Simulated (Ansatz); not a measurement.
## GeH4SOF2: nudged elastic band

System: GeH4SOF2.
Method: RKS B3LYP/def2-SVP (Ansatz 0.2.0).

It belongs to a series of runs on one base structure; here: band between the two ends. Figures and captions count atoms from 1; the log counts them from 0 in places.

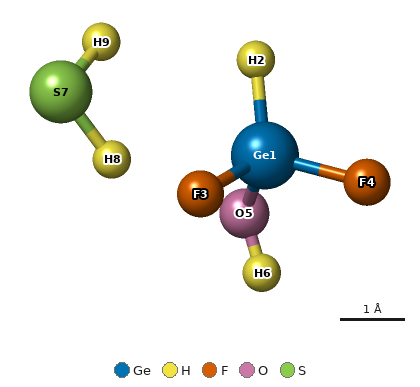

*The input geometry (ball-and-stick view, seen at a tilt; atoms are numbered from 1 in the order of the input). Sticks mark near contacts.*

**Results in brief**

| quantity | value |
| --- | --- |
| outcome | converged |
| barrier, forward | 2.244 eV |
| barrier, backward | 2.249 eV |
| hardware | 4 threads of Arm Neoverse V2, 24 GiB of memory available, shared host |
| wall time | 5.1 min (CPU time 19 min) |
| peak memory | 0.29 GiB |

**Remarks**

The order of the saddle point was not checked.

**The input**
```yaml
crystal:
  periodic: [false, false, false]
  atoms:
    - { symbol: Ge, position_ang: [-0.174404, 0.261992, -0.032713] }
    - { symbol: H, position_ang: [0.343631, 0.614797, 1.347542] }
    - { symbol: F, position_ang: [1.059318, 0.331184, -1.243997] }
    - { symbol: F, position_ang: [-1.342528, 1.419223, -0.583928] }
    - { symbol: O, position_ang: [-0.945325, -1.32225, -0.079974] }
    - { symbol: H, position_ang: [-1.447301, -1.478258, -0.893512] }
    - { symbol: S, position_ang: [1.805005, -2.573827, 1.623034] }
    - { symbol: H, position_ang: [0.671844, -2.708299, 0.894143] }
    - { symbol: H, position_ang: [1.114661, -2.538961, 2.786503] }
basis:
  gaussian: { orbitals: def2-SVP }
hamiltonian:
  xc: b3lyp
neb:
  order_check: false
  images: 7
  f_tol: 0.05
  max_iterations: 60
  final_atoms:
    - { symbol: Ge, position_ang: [0.14909836, -0.65473749, -0.53589056] }
    - { symbol: H, position_ang: [0.42557896, -0.2617755, 3.76201102] }
    - { symbol: F, position_ang: [0.77087348, 0.13642536, -1.94224919] }
    - { symbol: F, position_ang: [-0.0050455, 0.55728327, 0.68594731] }
    - { symbol: O, position_ang: [-1.50975712, -1.16149963, -0.81127129] }
    - { symbol: H, position_ang: [-1.58941635, -1.83645831, -1.50088942] }
    - { symbol: S, position_ang: [1.6127683, -2.21318156, 0.00330981] }
    - { symbol: H, position_ang: [0.89918971, -2.57180472, 1.09872719] }
    - { symbol: H, position_ang: [0.33161117, 0.01134957, 3.05740312] }
  initial_path:
    images:
      - { positions_ang: [[-0.174404, 0.261992, -0.032713], [0.343631, 0.614797, 1.347542], [1.059318, 0.331184, -1.243997], [-1.342528, 1.419223, -0.583928], [-0.945325, -1.32225, -0.079974], [-1.447301, -1.478258, -0.893512], [1.805005, -2.573827, 1.623034], [0.671844, -2.708299, 0.894143], [1.114661, -2.538961, 2.786503]] }
      - { positions_ang: [[-0.14089499, 0.19872174, -0.01616691], [0.27922907, 0.45074068, 1.49280509], [1.17022731, 0.26057456, -1.09030745], [-1.22845575, 1.40978855, -0.5465699], [-0.93177641, -1.34975004, -0.19472713], [-1.40717051, -1.59003623, -0.6079616], [1.69606189, -2.43322447, 1.39026683], [0.65248187, -2.82458878, 0.81942552], [0.9951985, -2.11662501, 2.57033355]] }
      - { positions_ang: [[-0.10738597, 0.13545149, 0.00037917], [0.21482714, 0.28668436, 1.63806818], [1.28113662, 0.18996512, -0.93661789], [-1.11438349, 1.40035409, -0.50921181], [-0.91822781, -1.37725007, -0.30948025], [-1.36704001, -1.70181445, -0.32241119], [1.58711879, -2.29262195, 1.15749965], [0.63311974, -2.94087856, 0.74470803], [0.875736, -1.69428903, 2.35416411]] }
      - { positions_ang: [[-0.07387696, 0.07218123, 0.01692526], [0.15042521, 0.12262804, 1.78333127], [1.39204593, 0.11935568, -0.78292834], [-1.00031124, 1.39091964, -0.47185371], [-0.90467922, -1.40475011, -0.42423338], [-1.32690952, -1.81359268, -0.03686079], [1.47817568, -2.15201942, 0.92473248], [0.61375762, -3.05716834, 0.66999055], [0.7562735, -1.27195304, 2.13799466]] }
      - { positions_ang: [[-0.04036794, 0.00891098, 0.03347135], [0.08602328, -0.04142828, 1.92859436], [1.50295524, 0.04874624, -0.62923879], [-0.88623899, 1.38148519, -0.43449562], [-0.89113063, -1.43225015, -0.53898651], [-1.28677902, -1.9253709, 0.24868962], [1.36923257, -2.01141689, 0.69196531], [0.59439549, -3.17345813, 0.59527307], [0.636811, -0.84961705, 1.92182521]] }
      - { positions_ang: [[0.00699864, -0.15700114, -0.10886913], [0.1709122, -0.09651509, 2.38694852], [1.3199348, 0.07066602, -0.95749139], [-0.66594062, 1.17543471, -0.15438488], [-1.04578725, -1.36456252, -0.6070577], [-1.36243835, -1.90314276, -0.18870514], [1.43011651, -2.06185806, 0.51980143], [0.67059404, -3.02304477, 0.7211366], [0.56051104, -0.6343754, 2.20571969]] }
      - { positions_ang: [[0.05436521, -0.32291325, -0.25120961], [0.25580112, -0.15160189, 2.84530269], [1.13691436, 0.0925858, -1.28574399], [-0.44564225, 0.96938423, 0.12572585], [-1.20044387, -1.29687489, -0.6751289], [-1.43809768, -1.88091461, -0.6260999], [1.49100044, -2.11229922, 0.34763756], [0.7467926, -2.87263142, 0.84700013], [0.48421108, -0.41913374, 2.48961417]] }
      - { positions_ang: [[0.10173179, -0.48882537, -0.39355008], [0.34069004, -0.2066887, 3.30365686], [0.95389392, 0.11450558, -1.61399659], [-0.22534387, 0.76333375, 0.40583658], [-1.3551005, -1.22918726, -0.74320009], [-1.51375702, -1.85868646, -1.06349466], [1.55188437, -2.16274039, 0.17547368], [0.82299116, -2.72221807, 0.97286366], [0.40791112, -0.20389208, 2.77350864]] }
      - { positions_ang: [[0.14909836, -0.65473749, -0.53589056], [0.42557896, -0.2617755, 3.76201102], [0.77087348, 0.13642536, -1.94224919], [-0.0050455, 0.55728327, 0.68594731], [-1.50975712, -1.16149963, -0.81127129], [-1.58941635, -1.83645831, -1.50088942], [1.6127683, -2.21318156, 0.00330981], [0.89918971, -2.57180472, 1.09872719], [0.33161117, 0.01134957, 3.05740312]] }
```

Run as:
```bash
ansatz run input.yaml --threads 4 --pin off --max-ram 5120MiB --backend cpu --events-out ev --progress --plain --runs-dir out
```

**Log**
```
Engine: ansatz 0.2.0, aarch64-unknown-linux-gnu
Functional definition: B3LYP
  parameter a0 = 0.2
  parameter ax = 0.72
  parameter ac = 0.81
  exchange = (1 - a0 - ax)*slater_x + ax*b88_x + a0*exact_x
  correlation = (1 - ac)*vwn_rpa_c + ac*lyp_c
1149 factors; integrals over basis functions are off by at most 2.5e-4 eV
mean field evaluation 1: about -74880.1585 eV, gradient 6.7e1 eV
mean field evaluation 2: about -74865.2910 eV, gradient 1.2e2 eV
mean field evaluation 4: about -74887.3632 eV, gradient 5.6e0 eV
mean field evaluation 8: about -74887.4285 eV, gradient 4.3e-2 eV
mean field -74887.42847074 eV, -2752.0622357776 hartree, gradient 5.6e-5 eV, S^2 0.000000; 0 other end points of the search recorded, 0 dependent functions left out
the calculation of the forces begins
reference -74887.42870542 eV, -2752.0622444019 hartree; 39, 39 occupied and 73, 73 virtual orbitals, 1149 factors
1139 factors; integrals over basis functions are off by at most 1.0e-3 eV
mean field evaluation 16: about -74879.8486 eV, gradient 6.8e1 eV
mean field -74887.43390990 eV, -2752.0624356630 hartree, gradient 2.4e-5 eV, S^2 0.000000; 0 other end points of the search recorded, 0 dependent functions left out
[... from here on the field's lines of each further geometry are left out, up to the last ...]
NEB iter   1: max|band force component| = 9.482e1 eV/Å  barrier→ = 15.2992 eV  barrier← = 15.3046 eV  Δτ_max = 0.2000 Å  (247 SCF iters)
NEB iter   2: max|band force component| = 1.527e1 eV/Å  barrier→ = 3.0077 eV  barrier← = 3.0131 eV  Δτ_max = 0.2000 Å  (241 SCF iters)
NEB iter   3: max|band force component| = 1.024e1 eV/Å  barrier→ = 2.8318 eV  barrier← = 2.8372 eV  Δτ_max = 0.2000 Å  (218 SCF iters)
NEB iter   4: max|band force component| = 3.778e0 eV/Å  barrier→ = 2.4841 eV  barrier← = 2.4895 eV  Δτ_max = 0.2000 Å  (219 SCF iters)
NEB iter   5: max|band force component| = 2.207e0 eV/Å  barrier→ = 1.8780 eV  barrier← = 1.8835 eV  Δτ_max = 0.1838 Å  (218 SCF iters)
NEB iter   6: max|band force component| = 1.047e0 eV/Å  barrier→ = 1.6686 eV  barrier← = 1.6740 eV  Δτ_max = 0.1779 Å  (206 SCF iters)
NEB iter   7: max|band force component| = 1.421e0 eV/Å  barrier→ = 1.5116 eV  barrier← = 1.5171 eV  Δτ_max = 0.1025 Å  (208 SCF iters)
NEB iter   8: max|band force component| = 1.683e0 eV/Å  barrier→ = 1.7061 eV  barrier← = 1.7115 eV  Δτ_max = 0.0504 Å  (207 SCF iters)
NEB iter   9: max|band force component| = 9.773e-1 eV/Å  barrier→ = 1.7097 eV  barrier← = 1.7151 eV  CI = image 4  Δτ_max = 0.1028 Å  (206 SCF iters)
NEB iter  10: max|band force component| = 8.551e-1 eV/Å  barrier→ = 1.8822 eV  barrier← = 1.8876 eV  CI = image 4  Δτ_max = 0.2000 Å  (207 SCF iters)
NEB iter  11: max|band force component| = 8.365e-1 eV/Å  barrier→ = 2.1018 eV  barrier← = 2.1072 eV  CI = image 4  Δτ_max = 0.1986 Å  (213 SCF iters)
NEB iter  12: max|band force component| = 5.300e-1 eV/Å  barrier→ = 2.2415 eV  barrier← = 2.2469 eV  CI = image 4  Δτ_max = 0.1998 Å  (207 SCF iters)
NEB iter  13: max|band force component| = 7.513e-1 eV/Å  barrier→ = 2.3296 eV  barrier← = 2.3350 eV  CI = image 4  Δτ_max = 0.1001 Å  (213 SCF iters)
NEB iter  14: max|band force component| = 4.808e-1 eV/Å  barrier→ = 2.2720 eV  barrier← = 2.2774 eV  CI = image 4  Δτ_max = 0.1004 Å  (206 SCF iters)
NEB iter  15: max|band force component| = 2.830e-1 eV/Å  barrier→ = 2.2536 eV  barrier← = 2.2590 eV  CI = image 4  Δτ_max = 0.1001 Å  (207 SCF iters)
NEB iter  16: max|band force component| = 1.629e-1 eV/Å  barrier→ = 2.2465 eV  barrier← = 2.2519 eV  CI = image 4  Δτ_max = 0.1002 Å  (208 SCF iters)
NEB iter  17: max|band force component| = 1.146e-1 eV/Å  barrier→ = 2.2457 eV  barrier← = 2.2512 eV  CI = image 4  Δτ_max = 0.1000 Å  (208 SCF iters)
NEB iter  18: max|band force component| = 1.350e-1 eV/Å  barrier→ = 2.2450 eV  barrier← = 2.2504 eV  CI = image 4  Δτ_max = 0.1000 Å  (209 SCF iters)
NEB iter  19: max|band force component| = 1.379e-1 eV/Å  barrier→ = 2.2445 eV  barrier← = 2.2499 eV  CI = image 4  Δτ_max = 0.1002 Å  (209 SCF iters)
NEB iter  20: max|band force component| = 1.882e-1 eV/Å  barrier→ = 2.2443 eV  barrier← = 2.2498 eV  CI = image 4  Δτ_max = 0.0500 Å  (209 SCF iters)
NEB iter  21: max|band force component| = 1.011e-1 eV/Å  barrier→ = 2.2443 eV  barrier← = 2.2497 eV  CI = image 4  Δτ_max = 0.1001 Å  (204 SCF iters)
NEB iter  22: max|band force component| = 8.420e-2 eV/Å  barrier→ = 2.2441 eV  barrier← = 2.2496 eV  CI = image 4  Δτ_max = 0.1000 Å  (202 SCF iters)
NEB iter  23: max|band force component| = 7.052e-2 eV/Å  barrier→ = 2.2441 eV  barrier← = 2.2495 eV  CI = image 4  Δτ_max = 0.1000 Å  (201 SCF iters)
NEB iter  24: max|band force component| = 8.958e-2 eV/Å  barrier→ = 2.2441 eV  barrier← = 2.2495 eV  CI = image 4  Δτ_max = 0.0501 Å  (184 SCF iters)
NEB iter  25: max|band force component| = 7.954e-2 eV/Å  barrier→ = 2.2441 eV  barrier← = 2.2495 eV  CI = image 4  Δτ_max = 0.0501 Å  (183 SCF iters)
NEB iter  26: max|band force component| = 7.662e-2 eV/Å  barrier→ = 2.2441 eV  barrier← = 2.2495 eV  CI = image 4  Δτ_max = 0.0503 Å  (195 SCF iters)
NEB iter  27: max|band force component| = 7.413e-2 eV/Å  barrier→ = 2.2441 eV  barrier← = 2.2495 eV  CI = image 4  Δτ_max = 0.1001 Å  (193 SCF iters)
NEB iter  28: max|band force component| = 2.440e-1 eV/Å  barrier→ = 2.2441 eV  barrier← = 2.2495 eV  CI = image 4  Δτ_max = 0.0501 Å  (192 SCF iters)
the calculation of the forces begins
reference -74887.43241435 eV, -2752.0623807025 hartree; 39, 39 occupied and 73, 73 virtual orbitals, 1139 factors
1151 factors; integrals over basis functions are off by at most 6.2e-4 eV
mean field -74885.18441471 eV, -2751.9797682396 hartree, gradient 1.3e-5 eV, S^2 0.000000; 1 other end points of the search recorded, 0 dependent functions left out
the calculation of the forces begins
reference -74885.18463354 eV, -2751.9797762814 hartree; 39, 39 occupied and 73, 73 virtual orbitals, 1151 factors
NEB iter  29: max|band force component| = 4.984e-2 eV/Å  barrier→ = 2.2441 eV  barrier← = 2.2495 eV  CI = image 4  Δτ_max = 0.0000 Å  (389 SCF iters)
```

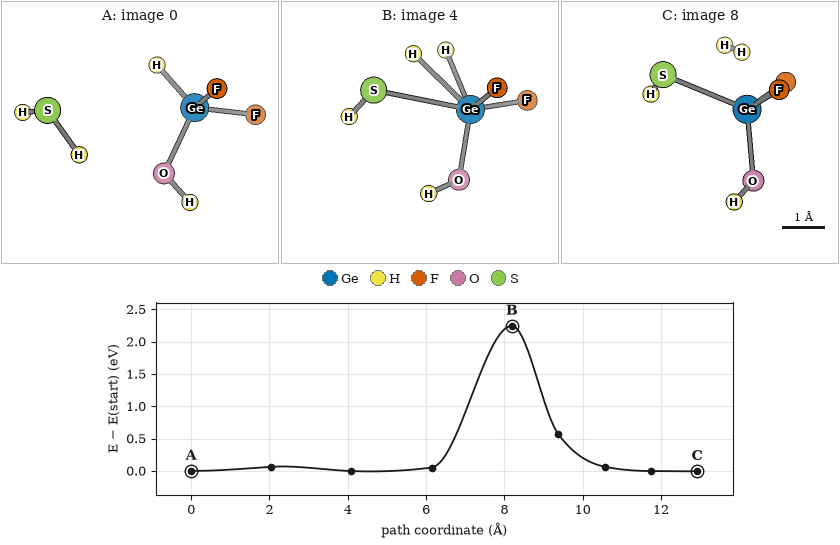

*Images of the last band (counted from 0; ball-and-stick, seen at a tilt) above the energy along the path; the line is a cubic interpolation that uses the forces.*

The highest image is number 4, 2.244 eV above the start and 2.249 eV above the end (the climbing image); the end lies 0.005 eV below the start. A further maximum stands at image 1, 0.062 eV from the start, so the path isn't one elementary step. The path is 12.92 Å long. The band converged in 29 iterations.

```
Total energy: -74885.18463354 eV, -2751.9797762814 hartree
Atom 0 at    -0.015163    -0.274582     0.061225 Å, force     0.000133    -0.000179    -0.000345 eV/Å
Atom 1 at     0.370612     0.065364     1.780472 Å, force     0.000158    -0.000217     0.000364 eV/Å
Atom 2 at     1.312554     0.256412    -0.911197 Å, force    -0.000273    -0.000145     0.000023 eV/Å
Atom 3 at    -0.916919     1.205435     0.208549 Å, force    -0.000094     0.000345    -0.000046 eV/Å
Atom 4 at    -1.300891    -1.269034    -0.613088 Å, force     0.000128     0.000305     0.000045 eV/Å
Atom 5 at    -0.972691    -2.159125    -0.811276 Å, force     0.000167    -0.000411    -0.000045 eV/Å
Atom 6 at     1.386218    -2.219097     0.901690 Å, force     0.000270     0.000613    -0.000385 eV/Å
Atom 7 at     0.325057    -2.844750     1.470496 Å, force    -0.000554    -0.000367     0.000295 eV/Å
Atom 8 at     0.896124    -0.755022     1.730227 Å, force     0.000064     0.000056     0.000094 eV/Å
Dipole moment:    -0.003137    -0.607490     0.359744 e Å
this run last wrote the band of iteration 29 to [file]
```

**The last band as extended XYZ (Å, eV, eV/Å)**
```
9
Properties=species:S:1:pos:R:3:forces:R:3 image=0 energy=-74887.42847
Ge   -0.1744    0.2620   -0.0327   -0.0035   0.0031  -0.0046
H     0.3436    0.6148    1.3475    0.0018  -0.0012  -0.0002
F     1.0593    0.3312   -1.2440   -0.0012  -0.0002   0.0038
F    -1.3425    1.4192   -0.5839    0.0014  -0.0058  -0.0006
O    -0.9453   -1.3222   -0.0800    0.0015   0.0043   0.0003
H    -1.4473   -1.4783   -0.8935    0.0020   0.0010   0.0026
S     1.8050   -2.5738    1.6230   -0.0088   0.0025   0.0108
H     0.6718   -2.7083    0.8941   -0.0005  -0.0017   0.0010
H     1.1147   -2.5390    2.7865    0.0073  -0.0019  -0.0131
9
Properties=species:S:1:pos:R:3:forces:R:3 image=1 energy=-74887.36629
Ge   -0.3898    0.3914   -0.0516    0.0176  -0.0006  -0.0102
H    -0.1866    0.7014    1.4205    0.0049  -0.0066   0.0012
F     1.0538    0.5672   -0.9919   -0.0002   0.0018   0.0052
F    -1.4617    1.5559   -0.7618   -0.0018  -0.0066   0.0002
O    -1.0521   -1.2144   -0.2991   -0.0208  -0.0354   0.0328
H    -0.9863   -1.5327   -1.2102   -0.0073   0.0226  -0.0310
S     1.4360   -2.6253    1.3166    0.0181   0.0173   0.0203
H     0.3755   -3.0365    2.0474    0.0053   0.0234  -0.0149
H     2.2962   -2.8014    2.3472   -0.0159  -0.0161  -0.0037
9
Properties=species:S:1:pos:R:3:forces:R:3 image=2 energy=-74887.43251
Ge   -0.4319    0.6365   -0.1524    0.0150   0.0045  -0.0082
H    -0.3652    1.2349    1.2525   -0.0059   0.0086   0.0025
F     1.1008    0.8933   -0.9249   -0.0002  -0.0096   0.0099
F    -1.5932    1.5042   -1.0888   -0.0067   0.0057  -0.0027
O    -0.8869   -1.0442   -0.2880   -0.0390   0.0033  -0.0107
H    -0.1915   -1.6678   -0.0074    0.0511  -0.0184   0.0361
S     1.3508   -3.2225    1.0849    0.0007  -0.0033  -0.0069
H     0.3450   -3.8096    1.7736   -0.0057  -0.0018  -0.0022
H     1.7570   -2.5193    2.1677   -0.0093   0.0111  -0.0177
9
Properties=species:S:1:pos:R:3:forces:R:3 image=3 energy=-74887.37747
Ge   -0.3337    0.2811    0.0331   -0.0052   0.0477  -0.0155
H    -0.1153    0.3153    1.5467   -0.0266   0.0091  -0.0142
F     1.2128    0.4469   -0.7369   -0.0269   0.0041   0.0240
F    -1.2476    1.6696   -0.4270   -0.0169   0.0087  -0.0258
O    -1.1942   -1.0886   -0.6413    0.0543   0.0040   0.0328
H    -0.6635   -1.8957   -0.5330    0.0123  -0.0091  -0.0033
S     1.3356   -2.8817    1.0177   -0.0442  -0.0059  -0.0381
H     0.3866   -3.1207    1.9514    0.0095  -0.0147   0.0459
H     1.7042   -1.7206    1.6064    0.0437  -0.0439  -0.0058
9
Properties=species:S:1:pos:R:3:forces:R:3 image=4 energy=-74885.18441
Ge   -0.0152   -0.2746    0.0612    0.0001  -0.0002  -0.0003
H     0.3706    0.0654    1.7805    0.0002  -0.0002   0.0004
F     1.3126    0.2564   -0.9112   -0.0003  -0.0001   0.0000
F    -0.9169    1.2054    0.2085   -0.0001   0.0003   0.0000
O    -1.3009   -1.2690   -0.6131    0.0001   0.0003   0.0000
H    -0.9727   -2.1591   -0.8113    0.0002  -0.0004   0.0000
S     1.3862   -2.2191    0.9017    0.0003   0.0006  -0.0004
H     0.3251   -2.8447    1.4705   -0.0006  -0.0004   0.0003
H     0.8961   -0.7550    1.7302    0.0001   0.0001   0.0001
9
Properties=species:S:1:pos:R:3:forces:R:3 image=5 energy=-74886.85880
Ge    0.0495   -0.5077   -0.1624    0.0798  -0.1629  -0.1769
H     0.4582    0.1934    2.3084    0.0559   0.1307   0.3528
F     1.2036    0.2886   -1.1729   -0.0564  -0.0252  -0.2283
F    -0.7079    0.8735    0.5618    0.1758  -0.2467   0.1790
O    -1.3597   -1.2685   -0.8772   -0.0263  -0.0301  -0.1989
H    -1.1396   -2.1948   -1.0528   -0.1195  -0.0573  -0.1501
S     1.3309   -2.1947    0.6084   -0.0939   0.0418  -0.1500
H     0.3386   -2.7688    1.3337   -0.0097   0.0668  -0.0246
H     0.9113   -0.4155    2.2700   -0.0057   0.2829   0.3970
9
Properties=species:S:1:pos:R:3:forces:R:3 image=6 energy=-74887.36384
Ge    0.0286   -0.6116   -0.3619   -0.0161  -0.0093  -0.0056
H     0.5497    0.2192    2.7701    0.0094   0.0124   0.0478
F     0.9870    0.2712   -1.4966   -0.0222  -0.0262  -0.0471
F    -0.5525    0.5941    0.7300    0.0191  -0.0364   0.0054
O    -1.4439   -1.2410   -1.0807    0.0066  -0.0019  -0.0265
H    -1.3004   -2.1071   -1.4882   -0.0289   0.0045  -0.0555
S     1.3601   -2.1656    0.4716    0.0291   0.0050  -0.0213
H     0.3833   -2.6804    1.2566   -0.0159   0.0230   0.0033
H     1.0728   -0.2731    3.0162    0.0190   0.0290   0.0995
9
Properties=species:S:1:pos:R:3:forces:R:3 image=7 energy=-74887.43218
Ge    0.0790   -0.6564   -0.5070    0.0018   0.0135   0.0045
H     0.4810    0.0221    3.0130   -0.0009  -0.0002   0.0022
F     0.7905    0.1851   -1.8394   -0.0050  -0.0029  -0.0067
F    -0.2190    0.5245    0.7189   -0.0044  -0.0018  -0.0006
O    -1.5314   -1.2134   -0.9316    0.0308  -0.0051  -0.0087
H    -1.5225   -1.8828   -1.6312   -0.0175   0.0032   0.0062
S     1.5465   -2.1729    0.1316   -0.0086  -0.0035  -0.0040
H     0.7645   -2.5587    1.1692    0.0065  -0.0064   0.0008
H     0.6962   -0.2420    3.6936   -0.0026   0.0031   0.0063
9
Properties=species:S:1:pos:R:3:forces:R:3 image=8 energy=-74887.43391
Ge    0.1491   -0.6547   -0.5359   -0.0200  -0.0039  -0.0127
H     0.4256   -0.2618    3.7620   -0.0017   0.0037  -0.0100
F     0.7709    0.1364   -1.9422   -0.0027  -0.0009   0.0043
F    -0.0050    0.5573    0.6859   -0.0002  -0.0009   0.0009
O    -1.5098   -1.1615   -0.8113    0.0268  -0.0024  -0.0049
H    -1.5894   -1.8365   -1.5009   -0.0016   0.0087   0.0090
S     1.6128   -2.2132    0.0033   -0.0086   0.0000   0.0080
H     0.8992   -2.5718    1.0987    0.0062  -0.0015  -0.0048
H     0.3316    0.0114    3.0574    0.0017  -0.0028   0.0102
```
